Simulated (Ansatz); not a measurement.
# Quasiparticle gap of BiB (4H polytype) (P6_3mc), part 2 of 2

How far does one-shot GW move the PBE gap of BiB (4H polytype) (P6_3mc)?

Ansatz 0.2.0; PBE, then G0W0 on it, plane waves, PAW. Known limits of the many-body steps: finite bands, screening cutoff and k mesh; no spin-orbit coupling in G0W0; band order with spin-orbit coupling not checked; large ε∞ on the G0W0 mesh; screening cutoff under 40 eV in some runs.

So far. Step 3 (The PBE band structure): Over mesh and path the gap is 0.186 eV, from k = Γ to k = (0.000, 0.000, 0.050). The least direct gap found is 0.189 eV, at k = Γ. The relaxed cell has a = 3.896, c = 12.760 Å (conventional setting).

The structure was built from a prototype and need not be the compound's stable phase.

In doubt: the program warns that the response may not be converged on this k-mesh (in some of the runs), which bears on dielectric and field responses; masses and optical values from hybrid runs of this build are listed as unsure (in some of the runs), which bears on the screening that GW takes from such a start.

## Step 4: G0W0 on the 6×6×2 mesh

G0W0 replaces the xc potential by a self-energy built once from the orbitals of the start. Levels are corrected in the window of bands that the input names, at points of the mesh.

This step: G0W0 on PBE, plane waves, PAW.

The input, input.yaml:

```yaml
crystal:
  lattice:
    - [3.8956272968, 0.0, 0.0]
    - [-1.9478136484, 3.3737122027, 0.0]
    - [0.0, 0.0, 12.7602919113]
  atoms:
    - { symbol: B, position: [0.0, 0.0, 0.0004571309] }
    - { symbol: B, position: [0.3333333333, 0.6666666667, 0.2494352804] }
    - { symbol: B, position: [0.0, 0.0, 0.5004571309] }
    - { symbol: B, position: [0.6666666667, 0.3333333333, 0.7494352804] }
    - { symbol: Bi, position: [0.0, 0.0, 0.187221663] }
    - { symbol: Bi, position: [0.3333333333, 0.6666666667, 0.4378859257] }
    - { symbol: Bi, position: [0.0, 0.0, 0.687221663] }
    - { symbol: Bi, position: [0.6666666667, 0.3333333333, 0.9378859257] }
kpoints:
  mp_grid: { grid: [6, 6, 2] }
hamiltonian:
  xc: pbe
scf:
  occupations: { method: fixed }
gw:
  n_empty_bands: 500
  ecut_chi: 120.0
  qp_bands: [v2, c2]
  qp_kpoints: band_edges
  screening: { model: contour_deformation }
```

On the command line:

```bash
$ ansatz run input.yaml --threads 8 --pin off --max-ram 17510MiB --backend cpu --events-out ev --progress --plain --runs-dir out
```

Numbers of over 12 decimals in the logs are rounded to 6 here.

Output:

```text
[...]
Crystal: 8 atoms, lattice volume = 167.705 Å³
Basis set: ecut = 420 eV, 3319 PW (Γ)
Bands: 44, of which v1, the nominal top of the filled ones, is band 36 counted from 1 (35 counted from 0)
Symmetry: 12 space group operations
[...]
k-points: 14 of 72
[...]
SCF iter   1: F=—  HF=-50203.414258 eV  |F-HF|=—  |Δ(HF+E_count)|=         —  Δρ=2.15e-3  dr2=1.03e-2  ethr=1.77e-3  ⟨swp⟩=5.1  Hψ=2265  notcnv=0  defer=77
[...]
SCF iter   7: F=-50203.414146 eV  HF=-50203.414146 eV  |F-HF|=1.97e-8  |Δ(HF+E_count)|=   1.86e-7  Δρ=3.33e-6  dr2=3.52e-8  ethr=1.39e-10  ⟨swp⟩=9.1  Hψ=2319  notcnv=0
SCF 1 converged in 7 iterations: F = -50203.414146 eV  dr2 = 3.52e-8
[...]
G₀W₀ screening: q 1/14
[... further progress lines ...]
SCF converged after 7 iterations
Free energy (F): -50203.414146 eV
[...]
Internal energy: -50203.414146 eV  (E = F + TS)
E sigma→0 (E₀):  -50203.414146 eV
Fermi energy:    10.392892 eV
[...]
--- Band table (eV; the first three rows and the last of 14) ---
  k-point 0: bands = [... 32 lower, 9.4281, 10.2815, 10.3929, 10.3929, 10.5808, 10.6243, 10.9214, 11.2806, ... 4 higher]
  k-point 1: bands = [... 32 lower, 10.0344, 10.0344, 10.0344, 10.0344, 10.6925, 10.6925, 11.5004, 11.5004, ... 4 higher]
  k-point 2: bands = [... 32 lower, 8.8438, 8.8558, 9.7096, 9.8827, 11.6455, 11.7225, 11.8566, 12.4120, ... 4 higher]
  k-point 13: bands = [... 32 lower, 7.3287, 7.3287, 7.6884, 7.6884, 11.9053, 11.9053, 12.9300, 12.9300, ... 4 higher]
--- G₀W₀: contour deformation, 8 samples at zero and on the imaginary axis and 1 off it, 72 q-points, 500 empty bands' worth ---
  eigenvalues of the whole cell's RPA ε∞ on this k-mesh (on a slab, of 1 + 4πα/V) = 103.5493, 283.4071, 283.4071; static W/v taken at q = 0 is 0.004100
  bands read: the sum over 536 bands ends inside a degenerate multiplet in 2 slots, whose members it reads at an even weight; the widest, k=1: bands 535 to 538 (counted from 1) at 2/4 each
  gw.qp_kpoints: band_edges: 9 of 14 stored k-points solved, in 1 pass; an edge of the gap read off the rows below is read off those points alone
    valence top: of the k-points left out ik 8 came nearest to being solved in a further pass, in band 36 (counted from 1, as in the quasiparticle table): it holds the edge there only if its correction is more favourable than any solved in that band by at least 1.307 eV; those differ by 0.140 eV
    conduction bottom: of the k-points left out ik 10 came nearest to being solved in a further pass, in band 37 (counted from 1, as in the quasiparticle table): it holds the edge there only if its correction is more favourable than any solved in that band by at least 0.948 eV; those differ by 0.123 eV
    ik  band        ε_KS         Σx   Σc(E_QP)       V_xc       Z   E_QP_lin       E_QP  E_QP is
     0    35     10.3929   -14.7611     0.3648   -14.1571  0.7363    10.1495    10.1538  root
     0    36     10.3929   -14.7611     0.3648   -14.1571  0.7363    10.1495    10.1538  root
     0    37     10.5808   -11.0170    -3.5247   -14.5934  0.7380    10.6326    10.6324  root
     0    38     10.6243   -11.9411    -3.6329   -15.7021  0.7331    10.7535    10.7524  root
     1    35     10.0344   -14.7608     0.5239   -13.9753  0.7379     9.7674     9.7729  root
     1    36     10.0344   -14.7608     0.5239   -13.9753  0.7379     9.7674     9.7729  root
     1    37     10.6925   -10.3097    -3.6775   -14.0337  0.7397    10.7391    10.7390  root
     1    38     10.6925   -10.3097    -3.6775   -14.0337  0.7397    10.7391    10.7390  root
     2    35      9.7096   -14.4337     0.4490   -13.7156  0.7382     9.4346     9.4405  root
     2    36      9.8827   -14.8336     0.6042   -13.9574  0.7365     9.6046     9.6107  root
     2    37     11.6455    -9.4635    -3.9156   -13.4372  0.7339    11.7038    11.7037  root
     2    38     11.7225   -10.0427    -3.9740   -14.1016  0.7304    11.8079    11.8074  root
     3    35      9.5199   -14.8181     0.7652   -13.7590  0.7364     9.2186     9.2261  root
     3    36      9.5199   -14.8181     0.7652   -13.7590  0.7364     9.2186     9.2261  root
     3    37     11.5405    -9.3502    -3.8734   -13.2605  0.7384    11.5775    11.5774  root
     3    38     11.5405    -9.3502    -3.8734   -13.2605  0.7384    11.5775    11.5774  root
     4    35      8.6088   -14.4424     0.9917   -13.1125  0.7322     8.2597     8.2706  root
     4    36      9.0903   -14.9667     1.0075   -13.6408  0.7331     8.7626     8.7719  root
     4    37     11.1707    -8.5986    -3.7738   -12.3135  0.7464    11.1120    11.1116  root
     4    38     11.2531    -9.7483    -3.7977   -13.5794  0.7398    11.2865    11.2864  root
     5    35      8.7273   -14.9401     1.1658   -13.4370  0.7317     8.3788     8.3900  root
     5    36      8.7273   -14.9401     1.1658   -13.4370  0.7317     8.3788     8.3900  root
     5    37     11.0978    -8.9274    -3.7270   -12.6168  0.7458    11.0602    11.0601  root
     5    38     11.0978    -8.9274    -3.7270   -12.6168  0.7458    11.0602    11.0601  root
     6    35      8.3788   -14.7436     1.2154   -13.1765  0.7293     8.0148     8.0271  root
     6    36      8.7657   -15.0136     1.1668   -13.5118  0.7311     8.4198     8.4306  root
     6    37     10.8297    -9.9193    -3.6520   -13.5748  0.7436    10.8331    10.8331  root
     6    38     10.9294    -8.8093    -3.7518   -12.5022  0.7475    10.8708    10.8704  root
     7    35      8.4039   -14.9864     1.3250   -13.3088  0.7291     8.0387     8.0513  root
     7    36      8.4039   -14.9864     1.3250   -13.3088  0.7291     8.0387     8.0513  root
     7    37     11.1602    -8.5351    -3.8441   -12.3252  0.7460    11.1064    11.1062  root
     7    38     11.1602    -8.5351    -3.8441   -12.3252  0.7460    11.1064    11.1062  root
    13    35      7.6884   -14.8741     1.6025   -12.8922  0.7199     7.2936     7.3091  root
    13    36      7.6884   -14.8741     1.6025   -12.8922  0.7199     7.2936     7.3091  root
    13    37     11.9053    -7.8678    -4.0149   -11.8182  0.7464    11.8411    11.8408  root
    13    38     11.9053    -7.8678    -4.0149   -11.8182  0.7464    11.8411    11.8408  root
```

It took 9.7 min on 8 threads of Arm Neoverse V2, shared host; peak memory 6.9 GiB; 71 min of CPU time.

This step gave:

- bands summed: 536
- RPA ε∞ on this mesh (eigenvalues): 103.5, 283.4, 283.4
- plane waves in the screening matrix: 515
- q-points in the mesh: 72
- G0W0 gap over the corrected points: 0.4786 eV
- k of the valence top: 0, 0, 0
- k of the conduction bottom: 0, 0, 0
- starting gap on the mesh: 0.1879 eV
- Z at the valence top: 0.7363
- Z at the conduction bottom: 0.7380
- least direct G0W0 gap over the corrected points: 0.4786 eV

Over 9 of 14 irreducible mesh points the G0W0 gap is 0.479 eV, direct, at k = Γ. The PBE gap of this run on the mesh is 0.188 eV. The two states that bound the G0W0 gap lie that far apart at the start, so the correction of the gap is 0.479 − 0.188 = +0.291 eV. The start of this run differs from the step before in mesh (12×12×2 and 6×6×2) and occupations.

Labels follow the order of the start: v1 is the top filled band, c1 the lowest empty one; levels that stay degenerate share a row, the window can cut a multiplet, doubted levels are not marked in this list, bands outside the window were not corrected, and the list may be a part of the corrected levels. Levels before and after the correction, in eV, zero at the valence-band top of each column:

```tsv
	conduction bottom	valence top
Kohn-Sham	0.19	0.00
G0W0	0.48	0.00
```

```tsv
	level	occupation	energy (eV)
Kohn-Sham	Γ v2-v1	2	0.000
Kohn-Sham	Γ c1	0	0.188
Kohn-Sham	Γ c2	0	0.231
G0W0	Γ v2-v1	2	0.000
G0W0	Γ c1	0	0.479
G0W0	Γ c2	0	0.599
```

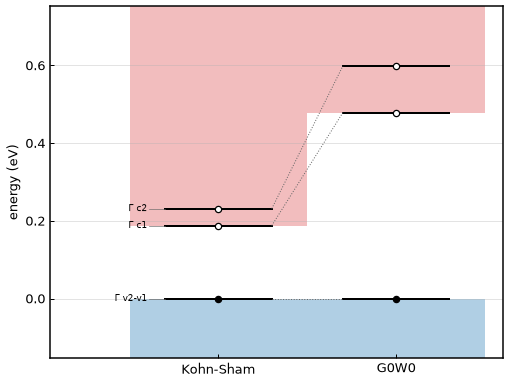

Levels before and after the correction. Shaded: valence and conduction bands. Filled marks are occupied levels, open marks empty ones.

The parts of the quasiparticle energy for the two states that bound the G0W0 gap, in eV on the run's own scale (QP = start + Σx + Σc − Vxc, with Σc at the quasiparticle energy):

```tsv
edge	k	band	start	Σx	Σc	Vxc	Z	QP
valence top	Γ	35	10.393	−14.761	0.365	−14.157	0.736	10.154
conduction bottom	Γ	37	10.581	−11.017	−3.525	−14.593	0.738	10.632
```

## Step 5: Spin-orbit coupling in PBE

This run has two-component orbitals with spin-orbit coupling.

This step: DFT, PBE with spin-orbit coupling, plane waves, PAW.

input.yaml, the sections that differ from step 4:

```yaml
kpoints:
  mp_grid: { grid: [12, 12, 2] }
  band_path:
    path:
      - [0.0, 0.0, 0.0]
      - [0.5, 0.0, 0.0]
      - [0.33333333, 0.33333333, 0.0]
      - [0.0, 0.0, 0.5]
      - [0.5, 0.0, 0.5]
      - [0.33333333, 0.33333333, 0.5]
      - [0.0, 0.0, 0.05]
    npoints: 1
scf:
  occupations: { method: fermi_dirac, width: 0.02 }
  n_extra_bands: 12
magnetization:
  noncollinear: true
  spin_orbit: true
output:
  eigenvalues: true
  forces: true
  stress: true
# crystal, hamiltonian: as in step 4
# gw: removed
```

Output:

```text
[...]
non-collinear run that drives no moment, with spin-orbit: no starting moment large enough to seed its density (crystal.atoms[].spin), no starting occupations that ask for one, no magnetisation constraint and no magnetic field, so the semilocal B_xc is pinned to zero
Crystal: 8 atoms, lattice volume = 167.705 Å³
Basis set: ecut = 420 eV, 3319 PW (Γ), exchange–correlation on 54×54×180 points (8 copies of the dense FFT grid, shifted against one another)
Bands: 84, of which v1, the nominal top of the filled ones, is band 72 counted from 1 (71 counted from 0)
Symmetry: 12 space group operations + 12 with time reversal
[...]
k-points: 38 of 288
Projection manifold: j_resolved (fully-relativistic pseudo-atomic orbitals)
[...]
SCF iter   1: F=—  HF=-50372.789867 eV  |F-HF|=—  |Δ(HF+E_count)|=         —  Δρ=5.29e-2  dr2=8.69e0  dr2_m=0.00e0 (ungated)  ethr=3.10e-3  |M|=0.00e0 ∫|m|=0.00e0 μB  |m|>n=0.0e0 m-floor=0.0e0 τ_xc=0.0e0  β_m=0.30  ⟨swp⟩=6.7  Hψ=16001  notcnv=0
[...]
spin=Noncollinear: Resta preconditioning applied to the charge; magnetization (m_x, m_y, m_z) channels mix plain (no charge-response kernel on spin).
SCF iter   2: F=—  HF=-50370.988037 eV  |F-HF|=—  |Δ(HF+E_count)|=    1.80e0  Δρ=2.96e-2  dr2=2.53e0  dr2_m=0.00e0 (ungated)  ethr=3.10e-3  |M|=0.00e0 ∫|m|=0.00e0 μB  |m|>n=0.0e0 m-floor=0.0e0 τ_xc=0.0e0  β_m=0.47  ⟨swp⟩=3.0  Hψ=5088  notcnv=0  defer=193
[...]
site 4: m = (+0.0000, +0.0000, +0.0000) μB, |m| = 0.0000 μB  (R = 0.98 Å)
  site 5: m = (+0.0000, +0.0000, +0.0000) μB, |m| = 0.0000 μB  (R = 0.98 Å)
  site 6: m = (+0.0000, +0.0000, +0.0000) μB, |m| = 0.0000 μB  (R = 0.98 Å)
  site 7: m = (+0.0000, +0.0000, +0.0000) μB, |m| = 0.0000 μB  (R = 0.98 Å)
Free energy (F): -50370.359935 eV
[...]
Internal energy: -50370.359713 eV  (E = F + TS)
E sigma→0 (E₀):  -50370.359824 eV
Entropy (-TS):   -0.000222 eV (-0.028 meV/atom)
Fermi energy:    10.575122 eV
[...]
--- Forces (eV/Å), atoms counted from 1 ---
  atom   1  B      0.00000000     0.00000000     0.01868968
  atom   2  B      0.00000000     0.00000000    -0.00163519
  atom   3  B      0.00000000    -0.00000000     0.01868968
  atom   4  B      0.00000000    -0.00000000    -0.00163519
  atom   5  Bi     0.00000000    -0.00000000    -0.01347109
  atom   6  Bi     0.00000000     0.00000000    -0.00358175
  atom   7  Bi     0.00000000     0.00000000    -0.01347109
  atom   8  Bi    -0.00000000    -0.00000000    -0.00358175
  max |Σ_I F_I| component: 3.29e-6 eV/Å
--- Stress (GPa, compression-positive) ---
        0.047968       0.000000       0.000000
        0.000000       0.047968       0.000000
       -0.000000       0.000000       0.188859
  P = ⅓ Tr σ = 0.0949 GPa (0.949 kbar)
--- Band table (eV; the first three rows and the last of 38) ---
  k-point 0: bands = [... 68 lower, 10.4780, 10.4780, 10.5668, 10.5668, 10.5872, 10.5872, 10.6346, 10.6346, ... 8 higher]
  k-point 1: bands = [... 68 lower, 10.2550, 10.2550, 10.2550, 10.2550, 10.6992, 10.6992, 10.6992, 10.6992, ... 8 higher]
  k-point 2: bands = [... 68 lower, 9.7242, 9.9372, 10.3860, 10.3977, 11.0581, 11.2339, 11.2665, 11.3164, ... 8 higher]
  k-point 37: bands = [... 68 lower, 7.6723, 7.6723, 7.7464, 7.7464, 11.8369, 11.8369, 11.9229, 11.9229, ... 8 higher]
[key lines of the parts left out:]
SCF converged after 9 iterations
Magnetization: |M| = 0.0000 μB,  M = (+0.0000, +0.0000, +0.0000) μB
```

The job ended after 29 s (8 threads; peak memory 2.7 GiB; 3.9 min of CPU time).

This step gave:

| Item | Value |
| --- | --- |
| pressure | 0.09493 GPa |
| gap | 0.01447 eV |
| valence top at | Γ |
| conduction bottom at | k = (0.000, 0.000, 0.050) |
| least direct gap | 0.01812 eV |

Over mesh and listed points the gap is 0.014 eV, from k = Γ to k = (0.000, 0.000, 0.050). The least direct gap found is 0.018 eV, at k = (0.000, 0.000, 0.050). A gap this narrow can be one between bands that have crossed; their order was not checked. It is no wider than five times the smearing of 0.02 eV. PBE+SOC against PBE: 0.014 − 0.186 = −0.172 eV, with the same mesh, set of files (read in its fully relativistic form for the spin-orbit run) and cutoff, and both edges at the same k points. The spin-orbit run sees mesh and listed points alone, so its gap is an upper bound: the coupling can move an edge off these points, the more so as this crystal has no centre of inversion, and the change over the zone, its sign included where it is small, is not known. The order of the bands was not checked, so with a gap cut this far they may have crossed.

## Step 6: The runs together

Each gap is the least one over the points named; times are wall times on shared hosts, not benchmarks. A G0W0 time includes the run's own self-consistent start. Runs with listed points see these and the mesh alone, so an edge that moves elsewhere is missed. Rows marked * are further runs, not shown as steps, whose inputs differ from the G0W0 step on the same start in the columns given; solver thresholds can differ too. Rows marked ? have an edge level that the program doubts.

```tsv
level	mesh	files, cutoff	bands summed, screening	points	gap (eV)	valence top	conduction bottom	least direct gap (eV)	time
PBE	12×12×2	soft_2 PAW, 420 eV	-	mesh and path	0.186	Γ	(0.000, 0.000, 0.050)	0.189	8.9 s
PBE+SOC	12×12×2	soft_2 PAW, 420 eV	-	mesh and listed points	0.014	Γ	(0.000, 0.000, 0.050)	0.018	29 s
G0W0@PBE*?	6×6×2	soft_2 PAW, 420 eV	118, 36 eV	9 of 14 irreducible mesh points	0.372	Γ	Γ	0.372	30 s
G0W0@PBE*	6×6×2	soft_2 PAW, 420 eV	268, 72 eV	9 of 14 irreducible mesh points	0.466	Γ	Γ	0.466	1.8 min
G0W0@PBE	6×6×2	soft_2 PAW, 420 eV	536, 120 eV	9 of 14 irreducible mesh points	0.479	Γ	Γ	0.479	9.7 min
G0W0@PBE*	6×6×2	soft_2 PAW, 420 eV	536, 120 eV, plasmon pole	9 of 14 irreducible mesh points	0.525	Γ	Γ	0.525	5.7 min
```

## Step 7: Summary of results

```
PBE gap over mesh and path                        : 0.186 eV, from k = Γ to k = (0.000, 0.000, 0.050)
G0W0@PBE gap over 9 of 14 irreducible mesh points : 0.479 eV, direct, at k = Γ
PBE+SOC gap over mesh and listed points           : 0.014 eV
GW settings                                       : 6×6×2 mesh, 500 empty bands, screening to 120 eV
known limits                                      : finite bands, screening cutoff and k mesh; no spin-orbit coupling in G0W0; band order with spin-orbit coupling not checked; large ε∞ on the G0W0 mesh; screening cutoff under 40 eV in some runs
```

Over 9 of 14 irreducible mesh points the G0W0 gap is 0.479 eV, direct, at k = Γ. The PBE gap of this run on the mesh is 0.188 eV. The two states that bound the G0W0 gap lie that far apart at the start, so the correction of the gap is 0.479 − 0.188 = +0.291 eV. The valence state moves by 10.154 − 10.393 = −0.239 eV and the conduction state by 10.632 − 10.581 = +0.051 eV, on the run's own scale; how far single levels stand from their limit in bands is not shown. Over mesh and path, PBE puts the conduction bottom at k = (0.000, 0.000, 0.050), where no G0W0 correction was computed. The G0W0 gap over the whole zone is therefore not known from this run; at its settings it can only be equal to or under the 0.479 eV found, and no correction is carried over from another point. For the start itself the gap is 0.186 eV over mesh and path and 0.188 eV on the mesh of the G0W0 run, in runs that differ in mesh (12×12×2 and 6×6×2) and occupations. From 118 bands and 36 eV to 536 bands and 120 eV the gap moves by 0.479 − 0.372 = +0.107 eV (rung by rung 0.372, 0.466, 0.479 eV); bands and screening cutoff rise together, so their parts are not told apart. An edge row is in doubt in the run with 118 bands, so no limit is drawn and it is not known. With the plasmon pole model in place of the contour deformation model and all else as in the G0W0@PBE row with 536 bands, the gap differs by 0.525 − 0.479 = +0.046 eV. G0W0 on other starts in this series, not shown as steps and not all at these settings: 0.738 eV on HSE06 (6×6×2, soft_2 PAW, 536 bands, 120 eV). PBE+SOC against PBE: 0.014 − 0.186 = −0.172 eV, with the same mesh, set of files (read in its fully relativistic form for the spin-orbit run) and cutoff, and both edges at the same k points. The spin-orbit run sees mesh and listed points alone, so its gap is an upper bound: the coupling can move an edge off these points, the more so as this crystal has no centre of inversion, and the change over the zone, its sign included where it is small, is not known. The order of the bands was not checked, so with a gap cut this far they may have crossed. What spin-orbit coupling does to the G0W0 levels was not computed, so no sum with the G0W0 gap is formed. The G0W0 runs are scalar-relativistic. With heavy atoms and a narrow start gap, spin-orbit coupling can change the order of the bands at the edges; the order was not checked, and the scalar-relativistic G0W0 gap may be a model value. The largest eigenvalue of the RPA ε∞ is large: 283 in G0W0@PBE (6×6×2, 536 bands), 294 in G0W0@PBE (6×6×2, 118 bands), 284 in G0W0@PBE (6×6×2, 268 bands) and 283 in G0W0@PBE (6×6×2, 536 bands). A perturbation-theory run of this series on PBE, not shown as a step (6×6×2 (response on 1944 points) mesh, soft_2 PAW), gives 17.5 and 17.6 (stated error 0.9), so a mesh with so large a value overstates the long-range screening, which bears on the G0W0 gap by an amount not known here. No pair of G0W0 runs that differ in the mesh alone is shown (6×6×2 is a supercell whose nearest images lie 23 Å apart), so the error from the mesh is not known here. G0W0 is shown with one set of atomic data (soft_2 PAW), so the error from the files is not known here. A screening cutoff under 40 eV is crude: G0W0@PBE with 118 bands at 36 eV. Failed or unusable runs on PBE in this series, left out of the table: G0W0@PBE (6×6×2 mesh, hard PAW files, 710 eV, 741 empty bands) reached its time limit after 4.5 min.

[Paths, hosts, dates, memory and timing lines, banners, echoed tables and standing remarks are left out of the program output.]

[Logs are printed without paths, hosts, clocks, repeated set-up lines and the standing remarks that a program may print on its own settings, such as how far it seeks lower states.]

[Runs of the session that timed out or met a known fault of the program may be left out.]

[Cells called generated may have been cut or substituted from an entry of the Crystallography Open Database or the Materials Project.]

[Hosts, paths, dates, database ids (printed as entryN), source tags and the programs' standing remarks are cut or masked in the printed files.]

[Where an RPA ε∞ is given, it is that of the G0W0 mesh and is not shown converged in it. Names of k-points follow the symmetry that the program found, which can be lower than the space group named. Band edges on a path are those of the sampled points; other points can move an edge, and change direct to indirect where valleys lie close.]

[Hybrid gaps are those of their k-mesh and are not shown converged in it.]
